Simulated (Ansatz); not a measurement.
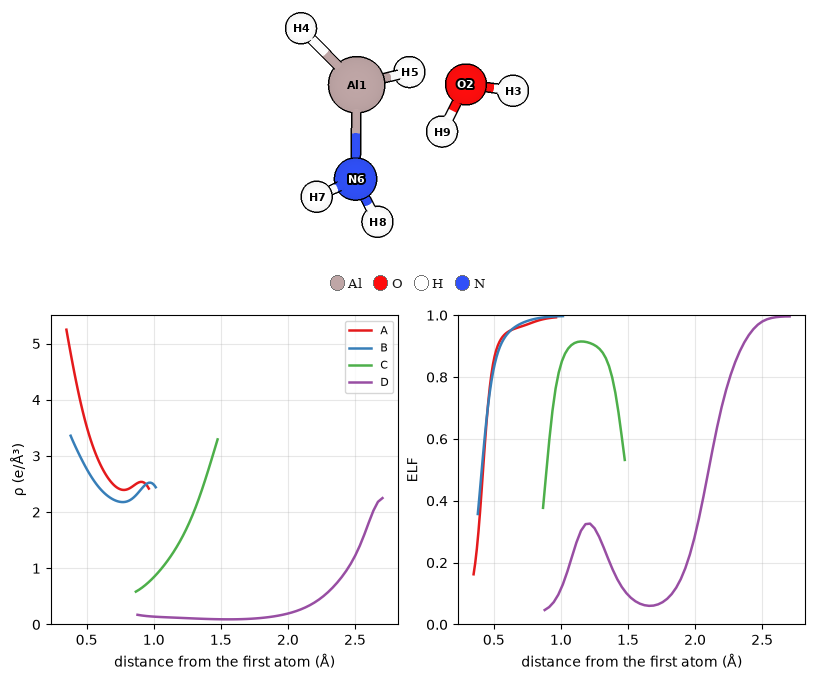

The picture shows: AlH4N···H2O. Electron density and electron localisation function along straight lines between neighbouring atoms. The curves leave out the atomic cores. The structure is drawn too.

Not at a stationary point (largest force 1.6 eV/Å).

All numbers below come from RKS PBE0-D4/def2-SVP (Ansatz 0.2.0).

Input file:

```
crystal:
  periodic: [false, false, false]
  atoms:
    - { symbol: Al, position_ang: [0.0, 0.0, 0.0] }
    - { symbol: O, position_ang: [0.0, 0.0, 2.13] }
    - { symbol: H, position_ang: [-0.9095, -0.2814, 2.4671] }
    - { symbol: H, position_ang: [1.351, 0.0, -0.78] }
    - { symbol: H, position_ang: [-1.351, 0.0, -0.78] }
    - { symbol: "N", position_ang: [0.0995, 2.1044, 0.7] }
    - { symbol: H, position_ang: [0.493, 2.3259, 1.659] }
    - { symbol: H, position_ang: [-0.2465, 2.8877, 0.0753] }
    - { symbol: H, position_ang: [0.0609, 1.2889, 1.7979] }
basis:
  gaussian: { orbitals: def2-SVP }
hamiltonian:
  xc: pbe0
  dispersion: d4
relax:
  f_tol: 0.15
  max_steps: 25
  restrain:
    - { distance: [0, 5], at: 1.92, k: 30.0 }
    - { distance: [8, 1], at: 1.01, k: 30.0 }
    - { distance: [0, 1], at: 2.98, k: 30.0 }
    - { distance: [8, 5], at: 2.26, k: 30.0 }
output:
  orbitals: {}
```

Launched as:

```sh
ansatz run input.yaml --threads 1 --pin off --max-ram 2048MiB --backend cpu --events-out ev --progress --plain --runs-dir out
```

The fields are those of the run's last geometry, not of the input's.

> Which curve belongs to which contact (Al–H, Al–N, N–H and O–H)? The first atom named is at distance zero.

Curve A: O–H (0.96 Å): ρ at the midpoint is about 3.7 e/Å³; the ELF climbs to about 1 towards the hydrogen, as it does in any bond to H (an ordinary covalent bond to hydrogen). Curve B: N–H (1.02 Å): the density is about 2.7 e/Å³ at the midpoint; the ELF climbs to about 1 towards the hydrogen: a covalent bond by its length. Curve C: Al–N (1.87 Å): ρ is about 0.7 e/Å³ halfway; the ELF peaks at about 0.90 between the atoms: a polar covalent bond. Curve D: Al1···H9 (2.71 Å): the density falls to about 0.09 e/Å³ on the way; the ELF climbs to about 0.95 towards the hydrogen.
